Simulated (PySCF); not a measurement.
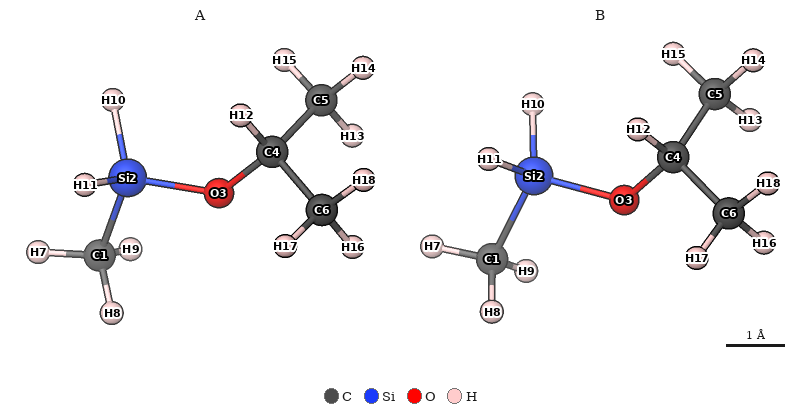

Two geometries of C4H12OSi, drawn at one scale. One is the start of a relaxation, the other its converged end. The picture is a ball-and-stick view, seen at a tilt.

Theory: PBE0-D3(BJ)/def2-SVP geometry optimisation, gas phase (PySCF). 

Question: Which geometry has the lower energy?

Answer: Structure B is the relaxed one. The start comes from GFN2-xTB. H10 moves most after the best rigid fit: 0.63 Å. By element the largest moves are H 0.63 Å, Si 0.24 Å, C 0.22 Å, O 0.15 Å. Among the contacts that change: Si2–O3 1.616 → 1.667 Å, Si2–H10 1.471 → 1.500 Å, C1–Si2 1.887 → 1.863 Å, C1–H7 1.084 → 1.101 Å. Among the angles between lasting bonds that change: Si2–O3–C4 129.6° → 125.4°, C1–Si2–O3 103.3° → 107.2°. Over 14 geometry steps the energy falls by 0.131 eV. The largest force component goes from 1.5 to 0.0093 eV/Å.
